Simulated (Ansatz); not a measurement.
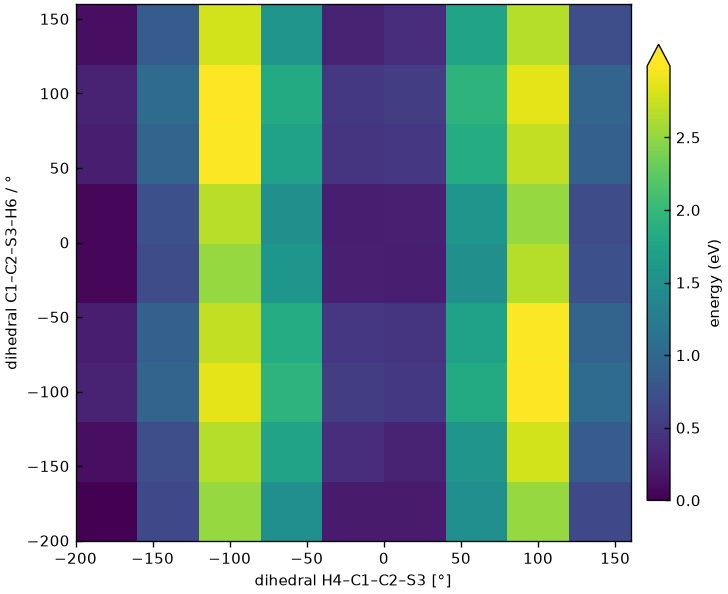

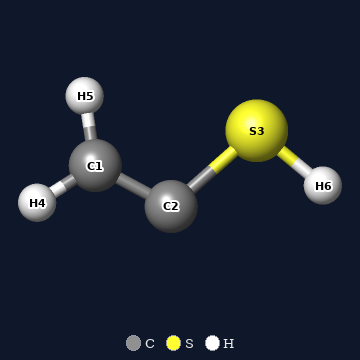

Energy landscape of C2H3S, SMILES C=[C-]S, charge −1. First axis: dihedral H4–C1–C2–S3. Second axis: dihedral C1–C2–S3–H6. Nothing is relaxed (all other coordinates rigid). Grid: 9 × 9 points; 45 points were computed and 36 follow by symmetry. Energies: eV, counted from the lowest grid point. Energies and slopes of some neighbouring points disagree (a jump in structure or state, or too coarse a mesh). The dihedral twists a double bond; near 90° a spin-restricted reference is unreliable. Level of theory: RKS wB97X-V/def2-SVPD in Ansatz 0.2.0.

The picture shows one coloured cell a grid point, one colour for all values above the top of the scale. The second picture is the structure at the lowest point.

### Where are the lowest and the highest points?

The lowest grid point is at dihedral H4–C1–C2–S3 = −180°, dihedral C1–C2–S3–H6 = −180°. Other grid points that lie below all their neighbours: dihedral H4–C1–C2–S3 = −180°, dihedral C1–C2–S3–H6 = −20° (0.050 eV higher); dihedral H4–C1–C2–S3 = −20°, dihedral C1–C2–S3–H6 = −180° (0.22 eV higher); dihedral H4–C1–C2–S3 = −20°, dihedral C1–C2–S3–H6 = 20° (0.25 eV higher). The highest grid point, dihedral H4–C1–C2–S3 = −100°, dihedral C1–C2–S3–H6 = 100°, lies 2.99 eV above the lowest.

Grid values (eV):

```csv
"dihedral C1–C2–S3–H6 ↓, dihedral H4–C1–C2–S3 →",−180,−140,−100,−60,−20,20,60,100,140
140,0.11,0.86,2.78,1.56,0.28,0.38,1.74,2.66,0.71
100,0.29,1.03,2.99,1.81,0.49,0.53,1.94,2.87,0.95
60,0.25,0.95,2.97,1.72,0.47,0.47,1.84,2.72,0.90
20,0.05,0.73,2.67,1.49,0.25,0.27,1.58,2.52,0.68
−20,0.05,0.68,2.52,1.58,0.27,0.25,1.49,2.66,0.73
−60,0.25,0.90,2.72,1.84,0.47,0.47,1.72,2.97,0.95
−100,0.29,0.95,2.87,1.94,0.53,0.49,1.81,2.99,1.03
−140,0.11,0.71,2.66,1.74,0.38,0.28,1.56,2.78,0.86
−180,0.00,0.65,2.51,1.48,0.22,0.22,1.48,2.51,0.65
```

The input of one point:

```yaml
crystal:
  periodic: [false, false, false]
  atoms:
    - { symbol: C, position_ang: [-0.395267, 0.129821, -0.959632] }
    - { symbol: C, position_ang: [-0.56454, -0.007567, 0.378111] }
    - { symbol: S, position_ang: [1.049159, -0.195955, 1.208429] }
    - { symbol: H, position_ang: [-1.28005, 0.25388, -1.60318] }
    - { symbol: H, position_ang: [0.572863, 0.131538, -1.503293] }
    - { symbol: H, position_ang: [0.617921, -0.310298, 2.479713] }
total_charge: -1
basis:
  gaussian: { orbitals: def2-SVPD }
hamiltonian:
  xc: { name: wB97X-V }
output:
  forces: true
```

The whole map (45 points run) took 6.1 min on 1 thread of Arm Neoverse V2 (shared host).
